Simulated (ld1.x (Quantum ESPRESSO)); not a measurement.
# Pseudopotential generation for gallium: ultrasoft, PBEsol

Do these settings give a usable potential? It is generated, then checked for transferability, scattering, ghosts and hardness.

The numbers are computed with ld1.x (Quantum ESPRESSO) 7.5 (PBEsol, scalar-relativistic, spin-unpolarised reference atom).

## (1) Starting point

The settings as typed:

```
element                 : gallium (Ga, Z = 31)
type                    : ultrasoft
frozen core             : [Ar]
valence charge          : 13
reference configuration : 3d10 4s1.75 4p1.25
partial waves           : 4s (bound): rcut 1.75, rcutus 2.05 bohr; 4s channel at -0.3 Ry: rcut 1.75, rcutus 2.05 bohr; 4p (bound): rcut 1.80, rcutus 2.35 bohr; 4p channel at 1.3 Ry: rcut 1.80, rcutus 2.35 bohr; 3d (bound): rcut 0.60, rcutus 0.70 bohr; 3d channel at -0.35 Ry: rcut 0.60, rcutus 0.70 bohr
local potential         : all-electron potential smoothed inside 0.70 bohr (lloc = -2)
core correction         : Bessel-smoothed model core inside 0.45 bohr
augmentation charge     : PSQ, radius 0.60 bohr
```

An earlier all-electron run gives the scale for the radii.

All-electron outer shells of the reference configuration (PBEsol, scalar-relativistic, ld1.x):

```csv
shell,level (eV),outermost node (bohr),outermost maximum (bohr)
3s,-148.28,0.27,0.56
3p,-99.19,0.24,0.56
3d,-19.65,–,0.53
4s,-9.25,0.81,1.90
4p,-2.78,0.87,2.50
```

## (2) Generating the potential

The input, Ga.in:

```
 &input
   title='Ga', zed=31., rel=1, dft='PBESOL', iswitch=3,
   config='[Ar] 3d10 4s1.75 4p1.25',
   nld=3, rlderiv=2.55, eminld=-3.0, emaxld=5.0, deld=0.02
 /
 &inputp
   pseudotype=3, tm=.true., lloc=-2, rcloc=0.70,
   nlcc=.true., new_core_ps=.true., rcore=0.45,
   which_augfun='PSQ', rmatch_augfun=0.60,
   file_pseudopw='Ga.UPF', file_wfcaegen='ae.wfc', file_wfcncgen='nc.wfc', file_beta='beta', file_chi='chi', file_wfcusgen='us.wfc'
 /
6
4S  1  0   1.75   0.00  1.75  2.05  0.0
4S  1  0   0.00  -0.30  1.75  2.05  0.0
4P  2  1   1.25   0.00  1.80  2.35  0.0
4P  2  1   0.00   1.30  1.80  2.35  0.0
3D  3  2  10.00   0.00  0.60  0.70  0.0
3D  3  2   0.00  -0.35  0.60  0.70  0.0
 &test
   configts(1)='3d10 4s1.75 4p1.25'
 /
```

Command:

```sh
ld1.x < Ga.in > Ga.out
```

The output, Ga.out (without the banner and most projector matrices):

```text
     Program LD1 v.7.5
     --------------------------- All-electron run ----------------------------

     Ga
     scalar relativistic calculation

     atomic number is 31.00
     dft =PBESOL   lsd =0 sic =0 latt =0  beta=0.20 tr2=1.0E-14
     Exchange-correlation= PBESOL
                           (   1   4  10   8   0   0   0)
     mesh =1205 r(mesh) = 101.09016 a.u. xmin = -7.00 dx = 0.01250
     1 Ry =  13.60569312 eV, c = 137.03599908

     n l     nl                  e(Ry)          e(Ha)          e(eV)
     1 0     1S 1( 2.00)      -751.2767      -375.6384    -10221.6406
     2 0     2S 1( 2.00)       -92.7330       -46.3665     -1261.6973
     2 1     2P 1( 6.00)       -80.7542       -40.3771     -1098.7173
     3 0     3S 1( 2.00)       -10.8987        -5.4493      -148.2841
     3 1     3P 1( 6.00)        -7.2902        -3.6451       -99.1885
     3 2     3D 1(10.00)        -1.4446        -0.7223       -19.6549
     4 0     4S 1( 1.75)        -0.6802        -0.3401        -9.2549
     4 1     4P 1( 1.25)        -0.2043        -0.1022        -2.7803

     final scf error:  2.9E-15 reached in  28 iterations

     Etot =   -3884.801676 Ry,   -1942.400838 Ha,  -52855.419444 eV

     Ekin =    3950.448212 Ry,    1975.224106 Ha,   53748.586076 eV
     Encl =   -9364.222809 Ry,   -4682.111404 Ha, -127406.741868 eV
     Eh   =    1676.868612 Ry,     838.434306 Ha,   22814.959746 eV
     Exc  =    -147.895692 Ry,     -73.947846 Ha,   -2012.223399 eV

     normalization and overlap integrals

     s(1S/1S) =  1.000000  <r> =   0.0486  <r2> =    0.0032  r(max) =   0.0319
     s(2S/2S) =  1.000000  <r> =   0.2180  <r2> =    0.0561  r(max) =   0.1833
     s(2P/2P) =  1.000000  <r> =   0.1908  <r2> =    0.0446  r(max) =   0.1464
     s(3S/3S) =  1.000000  <r> =   0.6524  <r2> =    0.4916  r(max) =   0.5647
     s(3P/3P) =  1.000000  <r> =   0.6795  <r2> =    0.5449  r(max) =   0.5647
     s(3D/3D) =  1.000000  <r> =   0.8098  <r2> =    0.8605  r(max) =   0.5305
     s(4S/4S) =  1.000000  <r> =   2.3273  <r2> =    6.2991  r(max) =   1.8984
     s(4P/4P) =  1.000000  <r> =   3.3342  <r2> =   13.3999  r(max) =   2.4993

     ------------------------ End of All-electron run ------------------------

     --------------------- Generating US pseudopotential ---------------------

      Generating local potential from pseudized AE potential:
      Matching radius rcloc =   0.7000
      Enforcing V''(0)=0 (lloc=-2)

      Local pseudo, rcloc= 0.698 Estimated cut-off energy=    63.91 Ry

      Computing core charge for nlcc:

       r > 0.45 : true rho core
      Core charge pseudized with two Bessel functions
      Integrated core pseudo-charge :   9.42
      Wfc-us  4S rcutus= 2.046  Estimated cut-off energy=    10.87 Ry
      Wfc-us  4S rcutus= 2.046  Estimated cut-off energy=    11.55 Ry
      Wfc-us  4P rcutus= 2.377  Estimated cut-off energy=    13.14 Ry
      Wfc-us  4P rcutus= 2.377  Estimated cut-off energy=    17.06 Ry
      Wfc-us  3D rcutus= 0.698  Estimated cut-off energy=   231.44 Ry
      Wfc-us  3D rcutus= 0.698  Estimated cut-off energy=   234.86 Ry

     Q pseudized with Bessel functions
     Expected ecutrho=    1028.2171 due to l1=  2   l2=  2

     ------------------- End of pseudopotential generation -------------------

     [... the all-electron block is printed once more ...]


     Computing logarithmic derivative in   2.54666
     Computing logarithmic derivative in   2.54666
     Computing the partial wave expansion
     R is outside the sphere for l=    0 j= 0.00
     R is outside the sphere for l=    0 j= 0.00
     R is outside the sphere for l=    1 j= 0.00
     R is outside the sphere for l=    1 j= 0.00
     R is outside the sphere for l=    2 j= 0.00
     R is outside the sphere for l=    2 j= 0.00

     ---------------------- Testing the pseudopotential ----------------------

     Ga
     scalar relativistic calculation

     atomic number is 31.00   valence charge is 13.00
     dft =PBESOL   lsd =0 sic =0 latt =0  beta=0.20 tr2=1.0E-14
     mesh =1205 r(mesh) = 101.09016 xmin = -7.00 dx = 0.01250

     n l     nl             e AE (Ry)        e PS (Ry)    De AE-PS (Ry)
     3 2     3D   1(10.00)       -1.44461       -1.44461       -0.00000
     1 0     4S   1( 1.75)       -0.68022       -0.68023        0.00000
     2 1     4P   1( 1.25)       -0.20434       -0.20435        0.00000

     eps = 1.4E-16  iter =  6

     Etot =   -3884.801676 Ry,   -1942.400838 Ha,  -52855.419444 eV
     Etotps =  -179.688779 Ry,     -89.844390 Ha,   -2444.790390 eV

     Ekin =     182.020765 Ry,      91.010383 Ha,    2476.518672 eV
     Encl =    -442.238214 Ry,    -221.119107 Ha,   -6016.957420 eV
     Ehrt =     145.638038 Ry,      72.819019 Ha,    1981.506446 eV
     Ecxc =     -51.169163 Ry,     -25.584582 Ha,    -696.191933 eV
     (Ecc =     -21.395132 Ry,     -10.697566 Ha,    -291.095597 eV)
     Epseu=     -13.940205 Ry,      -6.970103 Ha,    -189.666155 eV

     ---------------------- End of pseudopotential test ----------------------
```

Run time: 4.9 s. Hardware: 1 thread, shared host. This counts the later configuration tests of the new file too.

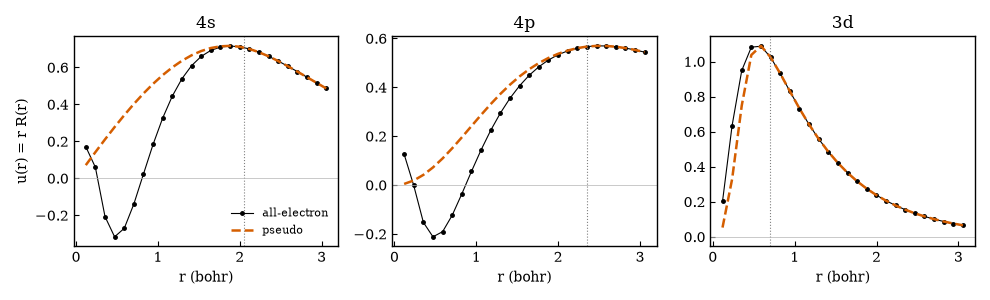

All-electron and pseudo partial waves (4s, 4p, 3d), with the matching radii dotted. The curves join 26 sampled radii, too few to resolve the innermost nodes.

## (3) Configuration tests

The input, Ga.test.in:

```
 &input
   title='Ga', zed=31., rel=1, dft='PBESOL', iswitch=2,
   config='[Ar] 3d10 4s1.75 4p1.25'
 /
 &test
   file_pseudo='Ga.UPF', nconf=8,
   configts(1)='3d10 4s1.75 4p1.25',
   configts(2)='3d10 4s2 4p1',
   configts(3)='3d10 4s2 4p0',
   configts(4)='3d10 4s1 4p0',
   configts(5)='3d10 4s2 4p0.5',
   configts(6)='3d10 4s0 4p3',
   configts(7)='3d10 4s2 4p1.3',
   configts(8)='3d10 4s1 4p2'
 /
```

Command:

```sh
ld1.x < Ga.test.in > Ga.test.out
```

Ga.test.out, the pseudopotential blocks:

```text
     ---------------------- Testing the pseudopotential ----------------------

     Ga
     scalar relativistic calculation

     atomic number is 31.00   valence charge is 13.00
     dft =PBESOL   lsd =0 sic =0 latt =0  beta=0.20 tr2=1.0E-14
     mesh =1205 r(mesh) = 101.09016 xmin = -7.00 dx = 0.01250

     n l     nl             e AE (Ry)        e PS (Ry)    De AE-PS (Ry)
     3 2     3D   1(10.00)       -1.44461       -1.44461       -0.00000
     1 0     4S   1( 1.75)       -0.68022       -0.68023        0.00000
     2 1     4P   1( 1.25)       -0.20434       -0.20435        0.00000

     eps = 1.3E-16  iter =  6

     Etot =   -3884.801676 Ry,   -1942.400838 Ha,  -52855.419444 eV
     Etotps =  -179.688779 Ry,     -89.844390 Ha,   -2444.790391 eV

     Ekin =     182.020765 Ry,      91.010383 Ha,    2476.518671 eV
     Encl =    -442.238214 Ry,    -221.119107 Ha,   -6016.957420 eV
     Ehrt =     145.638038 Ry,      72.819019 Ha,    1981.506446 eV
     Ecxc =     -51.169163 Ry,     -25.584582 Ha,    -696.191933 eV
     (Ecc =     -21.395132 Ry,     -10.697566 Ha,    -291.095597 eV)
     Epseu=     -13.940205 Ry,      -6.970103 Ha,    -189.666155 eV

     ---------------------- End of pseudopotential test ----------------------

     ---------------------- Testing the pseudopotential ----------------------

     Ga
     [...]
     n l     nl             e AE (Ry)        e PS (Ry)    De AE-PS (Ry)
     3 2     3D   1(10.00)       -1.40837       -1.40853        0.00016
     1 0     4S   1( 2.00)       -0.65871       -0.65865       -0.00006
     2 1     4P   1( 1.00)       -0.18894       -0.18895        0.00001

     eps = 8.4E-15  iter =  8

     Etot =   -3884.919876 Ry,   -1942.459938 Ha,  -52857.027641 eV
     Etotps =  -179.806984 Ry,     -89.903492 Ha,   -2446.398647 eV
     dEtot_ae =      -0.118200 Ry
     dEtot_ps =      -0.118205 Ry,   Delta E=       0.000004 Ry

     [...]
     ---------------------- End of pseudopotential test ----------------------

     ---------------------- Testing the pseudopotential ----------------------

     Ga
     [...]
     n l     nl             e AE (Ry)        e PS (Ry)    De AE-PS (Ry)
     3 2     3D   1(10.00)       -2.01811       -2.01811        0.00000
     1 0     4S   1( 2.00)       -1.20258       -1.20246       -0.00011
     2 1     4P   1( 0.00)       -0.66527       -0.66530        0.00004

     eps = 6.7E-15  iter =  9

     Etot =   -3884.502444 Ry,   -1942.251222 Ha,  -52851.348190 eV
     Etotps =  -179.389483 Ry,     -89.694742 Ha,   -2440.718259 eV
     dEtot_ae =       0.299232 Ry
     dEtot_ps =       0.299296 Ry,   Delta E=      -0.000064 Ry

     [...]
     ---------------------- End of pseudopotential test ----------------------

     ---------------------- Testing the pseudopotential ----------------------

     Ga
     [...]
     n l     nl             e AE (Ry)        e PS (Ry)    De AE-PS (Ry)
     3 2     3D   1(10.00)       -2.89489       -2.89420       -0.00069
     1 0     4S   1( 1.00)       -1.91329       -1.91389        0.00059
     2 1     4P   1( 0.00)       -1.29739       -1.29762        0.00023

     eps = 3.4E-15  iter = 14

     Etot =   -3882.949002 Ry,   -1941.474501 Ha,  -52830.212540 eV
     Etotps =  -177.835719 Ry,     -88.917859 Ha,   -2419.578215 eV
     dEtot_ae =       1.852673 Ry
     dEtot_ps =       1.853061 Ry,   Delta E=      -0.000387 Ry

     [...]
     ---------------------- End of pseudopotential test ----------------------

     ---------------------- Testing the pseudopotential ----------------------

     Ga
     [...]
     n l     nl             e AE (Ry)        e PS (Ry)    De AE-PS (Ry)
     3 2     3D   1(10.00)       -1.69136       -1.69152        0.00017
     1 0     4S   1( 2.00)       -0.91545       -0.91535       -0.00009
     2 1     4P   1( 0.50)       -0.41271       -0.41272        0.00001

     eps = 3.2E-15  iter =  8

     Etot =   -3884.770904 Ry,   -1942.385452 Ha,  -52855.000767 eV
     Etotps =  -179.657990 Ry,     -89.828995 Ha,   -2444.371475 eV
     dEtot_ae =       0.030772 Ry
     dEtot_ps =       0.030790 Ry,   Delta E=      -0.000017 Ry

     [...]
     ---------------------- End of pseudopotential test ----------------------

     ---------------------- Testing the pseudopotential ----------------------

     Ga
     [...]
     n l     nl             e AE (Ry)        e PS (Ry)    De AE-PS (Ry)
     3 2     3D   1(10.00)       -1.67167       -1.67110       -0.00057
     1 0     4S   1( 0.00)       -0.80807       -0.80891        0.00084
     2 1     4P   1( 3.00)       -0.29572       -0.29576        0.00004

     eps = 4.0E-15  iter = 12

     Etot =   -3883.935722 Ry,   -1941.967861 Ha,  -52843.637543 eV
     Etotps =  -178.822116 Ry,     -89.411058 Ha,   -2432.998827 eV
     dEtot_ae =       0.865954 Ry
     dEtot_ps =       0.866664 Ry,   Delta E=      -0.000710 Ry

     [...]
     ---------------------- End of pseudopotential test ----------------------

     ---------------------- Testing the pseudopotential ----------------------

     Ga
     [...]
     n l     nl             e AE (Ry)        e PS (Ry)    De AE-PS (Ry)
     3 2     3D   1(10.00)       -1.26654       -1.26666        0.00012
     1 0     4S   1( 2.00)       -0.52589       -0.52584       -0.00005
     2 1     4P   1( 1.30)       -0.07414       -0.07415        0.00001

     eps = 5.4E-15  iter = 10

     Etot =   -3884.958884 Ry,   -1942.479442 Ha,  -52857.558377 eV
     Etotps =  -179.846002 Ry,     -89.923001 Ha,   -2446.929511 eV
     dEtot_ae =      -0.157209 Ry
     dEtot_ps =      -0.157222 Ry,   Delta E=       0.000014 Ry

     [...]
     ---------------------- End of pseudopotential test ----------------------

     ---------------------- Testing the pseudopotential ----------------------

     Ga
     [...]
     n l     nl             e AE (Ry)        e PS (Ry)    De AE-PS (Ry)
     3 2     3D   1(10.00)       -1.54684       -1.54648       -0.00036
     1 0     4S   1( 1.00)       -0.73917       -0.73944        0.00027
     2 1     4P   1( 2.00)       -0.24653       -0.24652       -0.00001

     eps = 2.5E-15  iter =  9

     Etot =   -3884.438386 Ry,   -1942.219193 Ha,  -52850.476640 eV
     Etotps =  -179.325352 Ry,     -89.662676 Ha,   -2439.845705 eV
     dEtot_ae =       0.363289 Ry
     dEtot_ps =       0.363428 Ry,   Delta E=      -0.000138 Ry

     [...]
     ---------------------- End of pseudopotential test ----------------------
```

Excitation and ionisation energies from 3d10 4s1.75 4p1.25, with the error of the potential. The frozen-core shift comes from a second all-electron run, not shown, with the core orbitals held at their reference shape; it is that run's ΔE less the relaxed one.

| valence configuration | charge | ΔE all-electron (eV) | error AE − PS (meV) | frozen-core shift (meV) |
| --- | --- | --- | --- | --- |
| 3d10 4s2 4p1 | 0 | -1.608 | +0.1 | -0.1 |
| 3d10 4s2 4p0 | +1 | 4.071 | -0.9 | +0.5 |
| 3d10 4s1 4p0 | +2 | 25.207 | -5.3 | +4.0 |
| 3d10 4s2 4p0.5 | +0.5 | 0.419 | -0.2 | +0.1 |
| 3d10 4s0 4p3 | 0 | 11.782 | -9.7 | +2.0 |
| 3d10 4s2 4p1.3 | -0.3 | -2.139 | +0.2 | -0.2 |
| 3d10 4s1 4p2 | 0 | 4.943 | -1.9 | +0.6 |

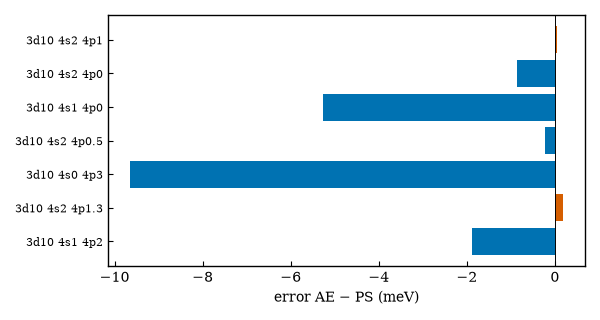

Error of the potential in each test configuration.

## (4) Scattering by logarithmic derivatives

Taken from the files of the generation run. The phase is arctan(r·u′/u) with u = r·R, unwrapped, with energies in Ry. A pole is an energy at which the radial function vanishes at the test radius. The pseudo phase is shifted by a multiple of π to meet the all-electron one at the reference energy. Levels narrower than the energy grid can be missing from the poles. The last column is the largest difference on the grid between −1 and +1 Ry.

| channel | radius (bohr) | reference (Ry) | poles AE | poles PS | window around the reference with phases within 0.05 rad (Ry) | largest difference near zero (rad) |
| --- | --- | --- | --- | --- | --- | --- |
| s | 2.55 | -0.68 | 0.56 | 0.56 | below 3.7 | 0.000 |
| p | 2.55 | -0.20 | 1.68 | 1.68 | below 4.5 | 0.000 |
| d | 2.55 | -1.44 | -1.40, 3.71 | -1.40, 3.71 | the whole range | 0.000 |

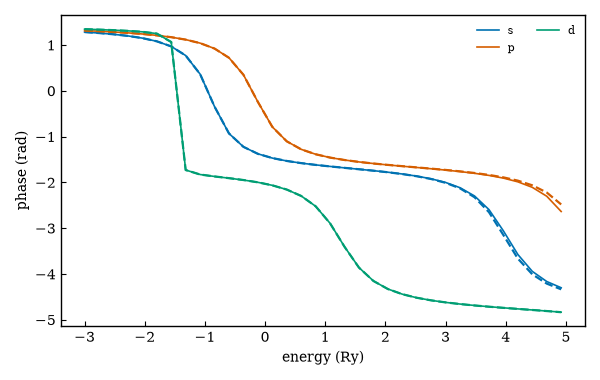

Phases by channel: all-electron solid, pseudo dashed.

## (5) Cutoff and ghost test in a Bessel basis

A separate test, outside the generator: the pseudo-atom's Hamiltonian at the reference potential is diagonalised in spherical Bessel functions j_l(qr) that vanish at 20 bohr, with q² up to the cutoff.

All-electron valence levels (Ry): 4s -0.6802, 4p -0.2043, 3d -1.4446. The lowest levels of each channel (Ry) by cutoff; the last column sums, over occupied levels, occupation times the distance from the level at 400 Ry. A positive value at high cutoff is not a bound level.

| cutoff (Ry) | s #1 | s #2 | p #1 | d #1 | f #1 | Σ f·Δε (mRy) |
| --- | --- | --- | --- | --- | --- | --- |
| 8 | -0.6800 | -0.0256 | -0.2037 | 0.0485 | 0.1031 | 14932.2 |
| 25 | -24.5658 | -0.6802 | -0.2044 | 0.0471 | 0.1031 | 14917.2 |
| 50 | -51.1393 | -0.6802 | -0.2044 | 0.0401 | 0.1031 | 14847.2 |
| 100 | -52.0589 | -0.6802 | -0.2044 | -0.7494 | 0.1031 | 6952.8 |
| 180 | -52.2995 | -0.6802 | -0.2044 | -1.4266 | 0.1031 | 180.0 |
| 400 | -52.3026 | -0.6802 | -0.2044 | -1.4446 | 0.1031 | 0.0 |

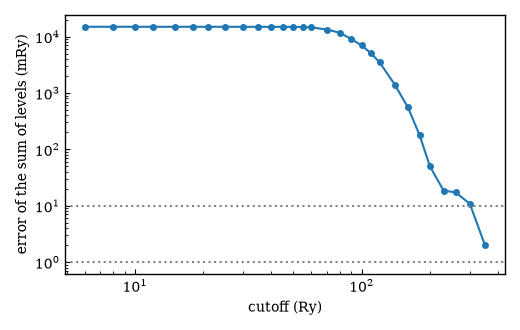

Occupation-weighted error of the valence levels against the cutoff; the dotted lines mark 10 and 1 mRy.

The sum stays within 10 mRy only somewhere over 300 Ry and within 1 mRy only somewhere over 300 Ry. The sum leaves out empty levels, which can need more. Ghost test: ghost state, bound below the all-electron valence or empty levels of the same l: s at -711.6 eV.

## (6) What came out

```
                                                quantity                        value
               cutoffs for 10 and 1 mRy, occupied levels  over 300 Ry and over 300 Ry
                                            bound ghosts              s at -711.61 eV
                            largest test error (AE − PS)   -9.7 meV, for 3d10 4s0 4p3
largest phase difference near zero energy, channels read                    0.000 rad
         lowest eigenvalue of the overlap (Bessel basis)                    0.070 (s)
               density cutoff estimated by the generator                      1028 Ry
```

**Reading.** It has a bound ghost (s), a state that the atom doesn't have, and that rules the file out. The worst unpolarised test, 3d10 4s0 4p3, is off by 9.7 meV on 11.8 eV; by total energies transferability rates as good. Atomic tests can pass in spite of a ghost, since they solve only for the levels asked. Freezing the core alone would shift it much less, so the error comes from the pseudisation. By its cutoff, over 300 Ry for the looser tolerance, it is very hard. The slowest occupied level is 3d: taken alone it needs over 300 Ry to come within 1 mRy, against 8 Ry for 4p. Near zero energy the phases of the channels with partial waves agree within 0.001 rad.
